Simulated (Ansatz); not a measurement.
## NaSbSe3 (model cell, started as cubic perovskite with Sb in the octahedra): from the cell to its phonons

Task: relax NaSbSe3 (model cell, started as cubic perovskite with Sb in the octahedra), then find its harmonic phonons.

Main program and level: Ansatz 0.2.0; DFT r2SCAN, scalar-relativistic, plane waves, PAW; PAW set soft_1.

The structure was built from a prototype and need not be the compound's stable phase.

## 1. The structure

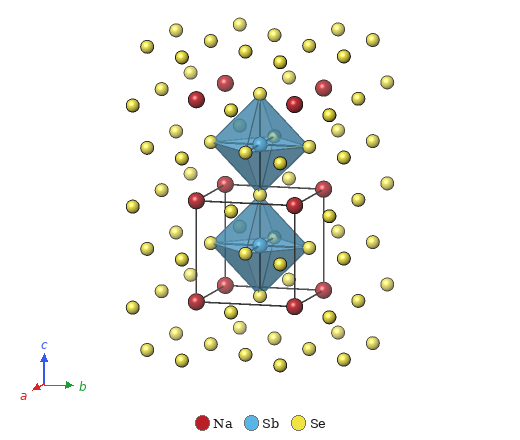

The cell as given, slightly off an axis (sodium red, antimony blue, selenium yellow). 1×1×2 cells are drawn. Some periodic images of atoms are drawn too.

## 2. Coarse relaxation

A rough relaxation comes first, because large forces or stress need no tight tolerances yet.

Contents of input.yaml:

```yaml
crystal:
  lattice:
    - [5.0568, 0.0, 0.0]
    - [0.0, 5.0568, 0.0]
    - [0.0, 0.0, 5.0568]
  atoms:
    - { symbol: Na, position: [0.0, 0.0, 0.0] }
    - { symbol: Sb, position: [0.5, 0.5, 0.5] }
    - { symbol: Se, position: [0.5, 0.5, 0.0] }
    - { symbol: Se, position: [0.5, 0.0, 0.5] }
    - { symbol: Se, position: [0.0, 0.5, 0.5] }
kpoints:
  mp_grid: { grid: [4, 4, 4] }
hamiltonian:
  xc: r2scan
  pseudopotentials: { kind: paw, azcp: { folder: soft_1 } }
scf:
  occupations: { method: gaussian, width: 0.1 }
output:
  forces: true
  stress: true
  eigenvalues: true
relax:
  adjacent_minimum: "off"
  f_tol: 0.05
  max_steps: 80
  cell: { stress_tol: 0.5 }
```

Run with:

```console
$ ansatz run input.yaml --threads 8 --pin off --max-ram 16384MiB --backend cpu --events-out ev --progress --plain --runs-dir out
```

Numbers of over 12 decimals in the logs are rounded to 6 here.

The log of the run:

```text
The last accepted step is kept in <dir> (removed where the run ends without a failure and the disk answers)
Engine: ansatz 0.2.0, aarch64-unknown-linux-gnu
Pseudopotentials: kind: paw
Pseudopotential: Na, paw, valence charge 9, recommended cutoff 500 eV (meta_gga), soft_1/Na.paw.azcp
Pseudopotential: Sb, paw, valence charge 15, recommended cutoff 500 eV (meta_gga), soft_1/Sb.paw.azcp
[...]
F+E_penalty+E_count = -24422.97022353 eV   max|allowed force component| = 6.350e-30 eV/Å   (the final SCF, on the basis selected at the relaxed cell)
  cell:  # Å, volume = 149.1213 Å³
    - [5.302898, 0, 0]
    - [0, 5.302898, 0.0]
    - [0, 0.0, 5.302898]
  atoms:
    - { symbol: Na, position: [0, 0, 0] }
    - { symbol: Sb, position: [0.5, 0.5, 0.5] }
    - { symbol: Se, position: [0.5, 0.5, 0] }
    - { symbol: Se, position: [0.5, 0, 0.5] }
    - { symbol: Se, position: [0, 0.5, 0.5] }
[key lines of the parts left out:]
SCF converged after 6 iterations
Free energy (F): -24422.970224 eV
Fermi energy:    4.811818 eV
P = ⅓ Tr σ = -0.0463 GPa (-0.463 kbar)
```

It took 4.7 s on 8 threads of Arm Neoverse V2, shared host; peak memory 0.9 GiB; 31 s of CPU time.

The steps of the relaxation:

```csv
step,energy less that of the first step (eV),largest force component (eV/Å),pressure (GPa),volume (Å³)
1,0.0000,0.0000,8.35,129.31
2,-0.4462,0.0000,-0.05,149.12
3*,-0.4484,0.0000,-0.05,149.12
```

Relaxation steps marked * repeat the geometry before them on a plane-wave basis chosen anew for their cell, so energy and pressure can jump there.

Forces are held to the 48 operations that the run works with; a distortion that breaks them can't arise in this run.

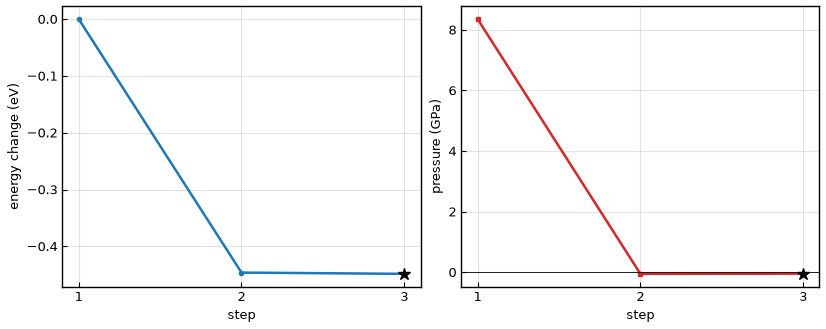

Energy and pressure along the relaxation. Stars mark steps on a basis chosen anew.

```csv
"conventional cell, symmetrised",before,after,change
a (Å),5.057,5.303,+4.9 %
b (Å),5.057,5.303,+4.9 %
c (Å),5.057,5.303,+4.9 %
volume (Å³/atom),25.86,29.82,+15.3 %
```

The relaxed structure:

```xyz
5
Lattice="5.3029 0.0000 0.0000 0.0000 5.3029 0.0000 0.0000 0.0000 5.3029" Properties=species:S:1:pos:R:3 pbc="T T T"
Na    0.0000    0.0000    0.0000
Sb    2.6514    2.6514    2.6514
Se    2.6514    2.6514    0.0000
Se    2.6514    0.0000    2.6514
Se    0.0000    2.6514    2.6514
```

Numbers from this step:

```yaml
pressure: -0.04635 GPa
volume_per_atom: 29.82 Å³
gap_on_the_k_mesh: 0 eV
```

In this step the volume went from 25.86 to 29.82 Å³/atom.

## 3. Bringing the structure to rest

Harmonic phonons are second derivatives at a point where the forces vanish, and they are wanted at zero stress, so atoms and cell are relaxed first.

input.yaml, the sections that differ from step 2:

```yaml
crystal:
  lattice:
    - [5.3028979029, 0.0, 0.0]
    - [0.0, 5.3028979029, 0.0]
    - [0.0, 0.0, 5.3028979029]
  atoms:
    - { symbol: Na, position: [0.0, 0.0, 0.0] }
    - { symbol: Sb, position: [0.5, 0.5, 0.5] }
    - { symbol: Se, position: [0.5, 0.5, 0.0] }
    - { symbol: Se, position: [0.5, 0.0, 0.5] }
    - { symbol: Se, position: [0.0, 0.5, 0.5] }
kpoints:
  mp_grid: { grid: [8, 8, 8] }
relax:
  adjacent_minimum: "off"
  f_tol: 0.005
  max_steps: 80
  cell: { stress_tol: 0.05 }
# hamiltonian, scf, output: as in step 2
```

The log of the run:

```text
[...]
Crystal: 5 atoms, lattice volume = 149.121 Å³
Basis set: ecut = 500 eV, 3791 PW (Γ), exchange–correlation on 160×160×160 points (64 copies of the dense FFT grid, shifted against one another)
Bands: 44, of which v1, the nominal top of the filled ones, is band 36 counted from 1 (35 counted from 0)
Symmetry: 48 space group operations
[...]
k-points: 35 of 512
[...]
--- Relaxed structure (2 steps of the walk, 2 accepted, 1 SCFs on fresh bases) ---
[...]
cell:  # Å, volume = 151.1365 Å³
    - [5.326678, 0, 0]
    - [0, 5.326678, 0.0]
    - [0, 0.0, 5.326678]
  atoms:
    - { symbol: Na, position: [0, 0, 0] }
    - { symbol: Sb, position: [0.5, 0.5, 0.5] }
    - { symbol: Se, position: [0.5, 0.5, 0] }
    - { symbol: Se, position: [0.5, 0, 0.5] }
    - { symbol: Se, position: [0, 0.5, 0.5] }
[key lines of the parts left out:]
SCF converged after 6 iterations
Free energy (F): -24422.950760 eV
Fermi energy:    4.696033 eV
P = ⅓ Tr σ = 0.0180 GPa (0.180 kbar)
```

Elapsed: 12 s, on 8 threads; peak memory 1.1 GiB.

Step by step:

```csv
step,energy less that of the first step (eV),largest force component (eV/Å),pressure (GPa),volume (Å³)
1,0.0000,0.0000,0.56,149.12
2,-0.0034,0.0000,0.02,151.14
3*,-0.0036,0.0000,0.02,151.14
```

Relaxation steps marked * repeat the geometry before them on a plane-wave basis chosen anew for their cell, so energy and pressure can jump there.

The run keeps the 48 symmetry operations that it works with, so distortions that break them were not tested.

```csv
"conventional cell, symmetrised",before,after,change
a (Å),5.303,5.327,+0.4 %
b (Å),5.303,5.327,+0.4 %
c (Å),5.303,5.327,+0.4 %
volume (Å³/atom),29.82,30.23,+1.4 %
```

This step gave:

| Quantity | Value |
| --- | --- |
| pressure | 0.01804 GPa |
| volume per atom | 30.23 Å³ |

In this step the volume went from 29.82 to 30.23 Å³/atom.

## 4. Relaxing to small forces for the phonons

Phonons need a cell at rest on their own settings, so the relaxation is repeated with tight tolerances on forces and stress on the k mesh and occupations of the first response run.

Contents of input.yaml:

```yaml
crystal:
  lattice:
    - [5.3266782176, 0.0, 0.0]
    - [0.0, 5.3266782176, 0.0]
    - [0.0, 0.0, 5.3266782176]
  atoms:
    - { symbol: Na, position: [0.0, 0.0, 0.0] }
    - { symbol: Sb, position: [0.5, 0.5, 0.5] }
    - { symbol: Se, position: [0.5, 0.5, 0.0] }
    - { symbol: Se, position: [0.5, 0.0, 0.5] }
    - { symbol: Se, position: [0.0, 0.5, 0.5] }
kpoints:
  mp_grid: { grid: [8, 8, 8] }
hamiltonian:
  xc: r2scan
  pseudopotentials: { kind: paw, azcp: { folder: soft_1 } }
scf:
  occupations: { method: methfessel_paxton, width: 0.2 }
output:
  forces: true
  stress: true
  eigenvalues: true
  write_density: true
  write_potential: true
  elf: true
  volumetric_format: npy
relax:
  adjacent_minimum: "off"
  f_tol: 0.001
  max_steps: 60
  cell: { stress_tol: 0.01 }
```

The log of the run:

```text
[...]
Crystal: 5 atoms, lattice volume = 151.137 Å³
Basis set: ecut = 500 eV, 3887 PW (Γ), exchange–correlation on 160×160×160 points (64 copies of the dense FFT grid, shifted against one another)
Bands: 44, of which v1, the nominal top of the filled ones, is band 36 counted from 1 (35 counted from 0)
Symmetry: 48 space group operations
[...]
k-points: 35 of 512
[...]
cell:  # Å, volume = 151.1365 Å³
    - [5.3266782176, 0.0, 0.0]
    - [0.0, 5.3266782176, 0.0]
    - [0.0, 0.0, 5.3266782176]
  atoms:
    - { symbol: Na, position: [0.0, 0.0, 0.0] }
    - { symbol: Sb, position: [0.500000, 0.500000, 0.500000] }
    - { symbol: Se, position: [0.500000, 0.500000, 0.0] }
    - { symbol: Se, position: [0.500000, 0.0, 0.500000] }
    - { symbol: Se, position: [0.0, 0.500000, 0.500000] }
[key lines of the parts left out:]
SCF converged after 5 iterations
Free energy (F): -24422.941079 eV
Fermi energy:    4.696789 eV
P = ⅓ Tr σ = 0.0076 GPa (0.076 kbar)
```

The job ended after 9.2 s (8 threads; peak memory 1.1 GiB).

Little changed from the start: no atom moved by 0.005 Å and no cell edge by 0.1 %.

This step gave:

| Item | Value |
| --- | --- |
| pressure | 0.007604 GPa |

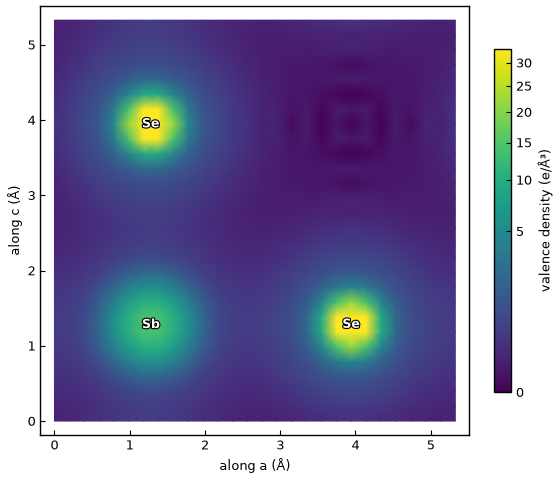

Valence density in the ac plane at fractional y = 0.500, with atoms of Sb and Se within 0.2 Å of it. It is the smooth field of the valence electrons, not physical close to the nuclei. The map starts off the cell's origin, so that atoms lie inside it. The colour scale is stretched toward low values.

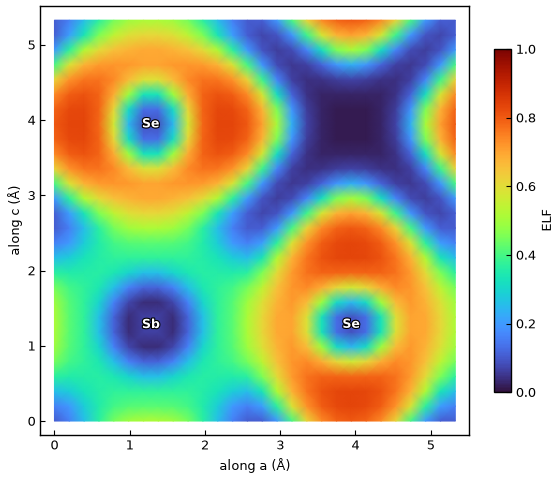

ELF in the ac plane at fractional y = 0.500, with atoms of Sb and Se within 0.2 Å of it. It is the smooth field of the valence electrons, not physical close to the nuclei. The map starts off the cell's origin, so that atoms lie inside it.

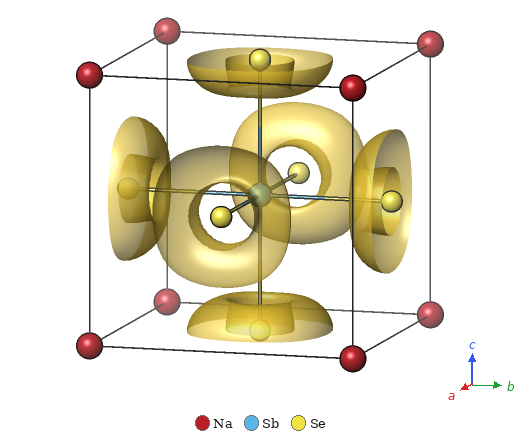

Surface of ELF = 0.76.

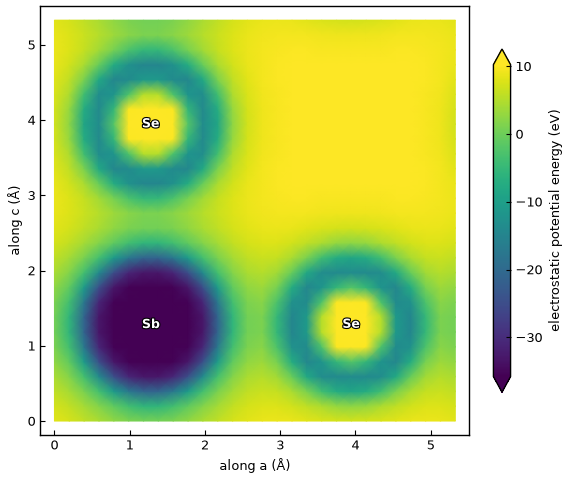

Electrostatic potential energy in the ac plane at fractional y = 0.500, with atoms of Sb and Se within 0.2 Å of it. With pseudopotentials it is smooth inside the atoms' cores, unlike the true potential. The map starts off the cell's origin, so that atoms lie inside it.

The forces vanish by symmetry and the pressure is 0.008 GPa, within the tolerances set. The cell now holds 30.23 Å³/atom.

## 5. Modes at Γ

The zone centre is the only wavevector solved here; it holds the modes that light can see, as far as symmetry allows. No field response is asked, since the mesh shows no gap.

input.yaml: that of step 4 with these lines changed.

```diff
@@ -19,13 +19,4 @@
 output:
-  forces: true
-  stress: true
   eigenvalues: true
-  write_density: true
-  write_potential: true
-  elf: true
-  volumetric_format: npy
-relax:
-  adjacent_minimum: "off"
-  f_tol: 0.001
-  max_steps: 60
-  cell: { stress_tol: 0.01 }
+phonons:
+  method: dfpt
```

The log of the run:

```text
[...]
Crystal: 5 atoms, lattice volume = 151.137 Å³
Basis set: ecut = 500 eV, 3887 PW (Γ), exchange–correlation on 320×320×320 points (512 copies of the dense FFT grid, shifted against one another)
Bands: 44, of which v1, the nominal top of the filled ones, is band 36 counted from 1 (35 counted from 0)
Symmetry: 48 space group operations
k-points: 170 of 512 (irreducible under 2 space group operations, time reversal used)
[...]
SCF iter  10: F=-24422.941080 eV  HF=-24422.941080 eV  |F-HF|=3.64e-12  |Δ(HF+E_count)|=  1.82e-11  S|Δr|=    0.00e0  Δρ=4.60e-8  dr2=2.61e-12  dr2_τ=1.35e-13  ethr=1.00e-12  ⟨swp⟩=13.6  Hψ=39975  notcnv=0
SCF 1 converged in 10 iterations: F = -24422.941080 eV  dr2 = 2.61e-12
[...]
DFPT response loops at Γ: preconditioner auto → none (partly filled bands, converged f_vac=0.199); β = 0.50; Broyden in place of MSR1
SCF converged after 10 iterations
[...]
Free energy (F): -24422.941080 eV
[...]
Internal energy: -24422.942458 eV  (E = F + TS)
E sigma→0 (E₀):  -24422.941424 eV
Entropy (-TS):   0.001378 eV (0.276 meV/atom)
Fermi energy:    4.696790 eV
[...]
--- Band table (eV; the first three rows and the last of 170) ---
  k-point 0: bands = [... 32 lower, 4.0606, 4.0606, 4.0720, 4.0720, 4.0720, 7.8662, 10.6250, 10.6250, ... 4 higher]
  k-point 1: bands = [... 32 lower, 3.9596, 3.9916, 4.0087, 4.0717, 4.0717, 8.1018, 10.6744, 10.8261, ... 4 higher]
  k-point 2: bands = [... 32 lower, 3.7156, 3.8896, 3.9070, 4.0833, 4.0833, 8.6698, 9.9369, 10.8074, ... 4 higher]
  k-point 169: bands = [... 32 lower, 3.4601, 5.1967, 5.1967, 5.1967, 5.7632, 5.7632, 5.7632, 7.9860, ... 4 higher]
--- Phonons (Γ-DFPT): 4 representative perturbations + reference, on 170 of 512 k-points (Σ response iterations 28) ---
  k mesh reduced under 2 symmetry operations, with k and −k counted as one. Each operation leaves every solved perturbation unchanged. A smaller set is not considered because the functional reads the kinetic-energy density
  ASR residual: 1.163e-4 → 0.000e0 eV/Å²; symmetrization residual: 1.341e-5 eV/Å²
  ASR residual per site (eV/Å²): 1.16e-4 4.94e-5 3.77e-5 3.77e-5 3.77e-5
  Γ frequencies (cm⁻¹): -86.08 -86.08 -86.08 -51.79 -51.79 -51.79 -46.20 -46.20 -46.20 0.00 0.00 0.00 123.75 123.75 123.75
  non-analytic LO–TO correction: not included (Born effective charges unavailable; polar crystals: no LO–TO splitting at Γ)
```

Run time: 4 min. Hardware: 8 threads; peak memory 10 GiB; 31 min of CPU time.

The column dr2 measures how far the density is from self-consistency, as an energy; F and HF (Harris–Foulkes) agree once it is small.

This step gave:

- sum-rule residual before enforcement: 1.16e-4 eV/Å²
- point group: m-3m
- highest optical mode at the zone centre (no LO-TO term): 123.8 cm⁻¹
- lowest optical zone-centre mode: -86.08 cm⁻¹

Patterns of degenerate modes are one choice out of their space. The modes at Γ (shares of kinetic energy by element, %) (negative means imaginary):

```csv
mode,frequency (cm⁻¹),symmetry,Na %,Sb %,Se %
1,-86.1,T1u,27,25,48
2,-86.1,T1u,27,25,48
3,-86.1,T1u,27,25,48
4,-51.8,T2u,0,0,100
5,-51.8,T2u,0,0,100
6,-51.8,T2u,0,0,100
7,-46.2,T1u,67,26,7
8,-46.2,T1u,67,26,7
9,-46.2,T1u,67,26,7
10,0.0,acoustic,6,32,62
11,0.0,acoustic,6,32,62
12,0.0,acoustic,6,32,62
13,123.8,T1u,0,17,83
14,123.8,T1u,0,17,83
15,123.8,T1u,0,17,83
```

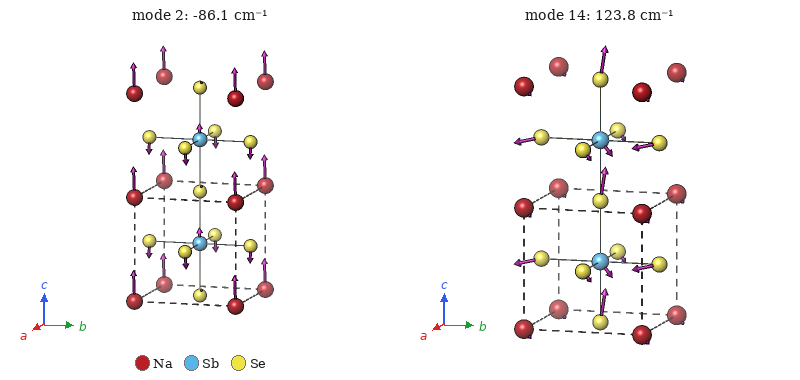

Displacement patterns of modes 2 and 14 at Γ; arrows are exaggerated. 1×1×2 cells are drawn. Some periodic images of atoms are drawn too.

Before it was imposed, the acoustic sum rule was missed by 1.2e-4 eV/Å². Small misses are needed for a sound result but don't prove that mesh and cutoff are converged. The lowest optical mode is imaginary, 86.1i cm⁻¹, so the energy falls along it.

## 6. Outcome

* space group after relaxation (within 0.01 Å): Pm-3m
* volume per atom: 30.2 Å³
* electronic character: no gap on this mesh
* highest optical mode at the zone centre (no LO-TO term): 124 cm⁻¹
* lowest optical zone-centre mode: -86.1 cm⁻¹
* imaginary modes at Γ (the only wavevector solved): yes

**Reading.** A zone-centre mode is imaginary (86.1i cm⁻¹), so this structure is not a minimum of the energy. The optical modes at Γ span -86 to 124 cm⁻¹ (negative means imaginary). No dispersion was computed. The highest mode in this list at Γ, 123.8 cm⁻¹, is mostly motion of Se (83 % of the kinetic energy). With no gap, or one that is small against the smearing, the frequencies hang on the k mesh and the smearing, most of all near Kohn anomalies. Spin-orbit coupling is left out, which can matter for the heavy elements here. The starting cell was built on a prototype and not taken from a measurement, so the phase need not exist. These are harmonic frequencies at zero temperature: anharmonic shifts, linewidths and thermal expansion are left out.

[Logs are printed without paths, hosts, clocks, repeated set-up lines and the standing remarks that a program may print on its own settings, such as how far it seeks lower states.]

[Hosts, paths, dates, database ids (printed as entryN), source tags and the programs' standing remarks are cut or masked in the printed files.]
